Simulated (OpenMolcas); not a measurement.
# B3LYP/6-31G(d) (Cartesian functions) run of CH4OSi (SMILES CO[SiH])

Aim: an optimisation with harmonic vibrations of CH4OSi. 

Program for the calculation: OpenMolcas 26.06.

1 further run of the same task is left out (set aside as unsound or not needed). Runs told in other sessions of the task aren't counted.

## (1) The system as given

CH4OSi has 7 atoms, charge 0, and is taken as a singlet. SMILES: `CO[SiH]`. The coordinates come from a PBE0-D4/def2-TZVP relaxation. This is one conformer, not always the lowest. The run starts from this shape.

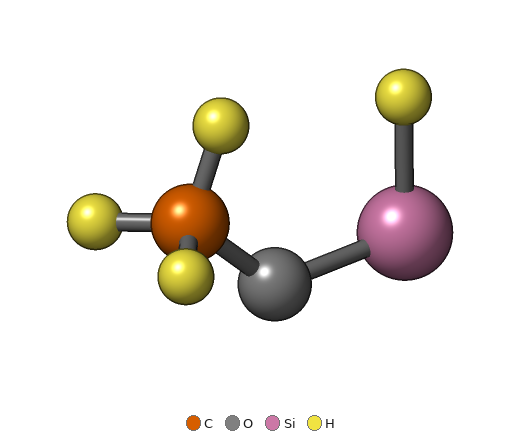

The structure, seen from a chosen angle (carbon orange, oxygen grey, silicon pink, hydrogen yellow).

## (2) An optimisation with harmonic vibrations at B3LYP/6-31G(d) (Cartesian functions)

Input file test.input:

```
* CH4OSi Kohn-Sham DFT

&GATEWAY
 BasLib=$CurrDir
 BasisSet
 C.6-31Gs....
 C1 -0.512400 0.485500 -0.338500 angstrom
 End of Basis
 BasisSet
 O.6-31Gs....
 O2 -0.443200 -0.446500 0.717600 angstrom
 End of Basis
 BasisSet
 Si.6-31Gs....
 Si3 0.796900 -1.387300 1.229900 angstrom
 End of Basis
 BasisSet
 H.6-31Gs....
 H4 -1.296400 0.180800 -1.035500 angstrom
 H5 0.443800 0.547500 -0.868700 angstrom
 H6 -0.769300 1.467500 0.065400 angstrom
 H7 1.841700 -0.915600 0.184100 angstrom
 End of Basis
>>> EXPORT MOLCAS_MAXITER=50
>>> Do While

&SEWARD

&SCF
 KSDFT=B3LYP
 PrOrbitals=0

&SLAPAF
>>> EndDo
>>> COPY $Project.Opt.xyz $CurrDir/final.xyz
>>> COPY $Project.slapaf.h5 $CurrDir/final.slapaf.h5

&MCKINLEY
```

The basis set 6-31G* is read from a file made from the Basis Set Exchange's data (not shown).

The run is started by

```sh
$ export MOLCAS_MEM=1860
$ pymolcas test.input > test.log
```

Standard output:

```text
--- Start Module: gateway ---
[...]
--- Stop Module: gateway /rc=_RC_ALL_IS_WELL_ ---
[...]
      Basis functions           57
[...]
       Convergence after  13 Iterations
[...]
::    Total KS-DFT energy                            -405.2030050331
[...]
 *              Molecular gradients               *
 **************************************************
  Irreducible representation: a
 ------------------------------------------------------------------------------------------
                              X                       Y                       Z
 ------------------------------------------------------------------------------------------
  C1               -5.77399371341825E-04   -3.26406336437390E-03    4.03856365940047E-03
  O2                9.64668059964247E-03   -2.10643809064193E-03   -2.10519095410167E-03
  SI3              -8.71927620502433E-03    7.75246011737174E-03   -4.93542242812417E-03
  H4                1.61992744552952E-03    4.37601210873217E-04    1.40575241548246E-03
  H5               -1.33777316362238E-03   -7.17347757327458E-04    1.46746717045509E-03
  H6                6.24961747517250E-04   -1.95730934797167E-03   -6.47839993543009E-04
  H7               -1.25712105272413E-03   -1.44902767932720E-04    7.76670130404611E-04
 ------------------------------------------------------------------------------------------
[...]
       Convergence after   7 Iterations
[...]
::    Total KS-DFT energy                            -405.2033882300
[...]
      Total spin, S                                     0.0000000000
[...]
      Total electronic charge=   32.000000
      Total            charge=   -0.000000
[...]
      Dipole Moment (debye):
      Origin of the operator (angstrom)=    0.1570   -0.6515    0.6736
                   X=  1.4620E-02               Y=  1.1965E+00               Z= -1.4057E+00           Total=  1.8461E+00
      Quadrupole Moment (debye*angstrom):
[...]
--- Start Module: alaska ---
--- Stop Module: alaska /rc=_RC_ALL_IS_WELL_ ---
[...]
--- Start Module: slapaf ---
[...]
     Frequency:       151.29    314.25    374.44    744.65    891.64   1121.82
[...]
     Frequency:      1187.53   1204.83   1497.63   1522.20   1527.61   1922.77
[...]
        Frequency:         1922.77 cm-1
      ---------------------------------
[...]
        Frequency:         3032.35 cm-1
      ---------------------------------
[...]
        Frequency:         3109.00 cm-1
      ---------------------------------
[...]
        Frequency:         3117.89 cm-1
      ---------------------------------
[...]
--- Stop Module: slapaf /rc=_RC_ALL_IS_WELL_ ---
[...]
```

Wall time 3.3 min (1 thread of Arm Neoverse V1, shared host); peak memory 0.4 GiB.

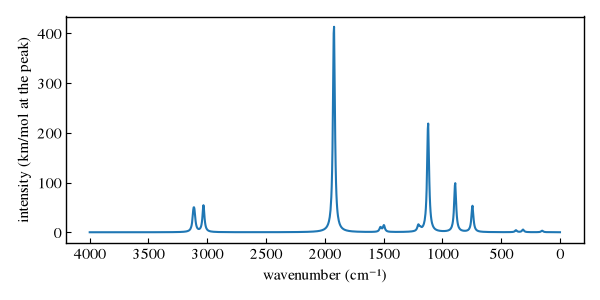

Harmonic infrared spectrum, unscaled, lines broadened by 10 cm⁻¹.

## (3) Summary of results

At B3LYP/6-31G* (Cartesian functions):

| quantity | value |
| --- | --- |
| total energy | -405.20339 Eh |
| dipole moment | 1.85 D |
| HOMO energy | -6.26 eV |
| LUMO energy | -2.01 eV |
| HOMO–LUMO gap | 4.25 eV |
| lowest harmonic wavenumber | 151 cm⁻¹ |
| highest harmonic wavenumber | 3118 cm⁻¹ |
| zero-point energy | 129.9 kJ/mol |
| ideal-gas entropy at 298.15 K and 1 atm (symmetry number 1 as used) | 66.7 cal/(mol K) |

**Reading.** At the final geometry: Bond lengths: C1–O2 1.423 Å, O2–Si3 1.660 Å, C1–H4 1.095 Å, C1–H5 1.097 Å, C1–H6 1.095 Å, Si3–H7 1.556 Å. Angles: C1–O2–Si3 130.0°, O2–C1–H4 109.0°, O2–C1–H5 111.3°, O2–C1–H6 109.0°, O2–Si3–H7 97.3°, H4–C1–H5 109.5°, H4–C1–H6 108.5°, H5–C1–H6 109.5°. All 15 modes are real, so the shape is a minimum at this level.
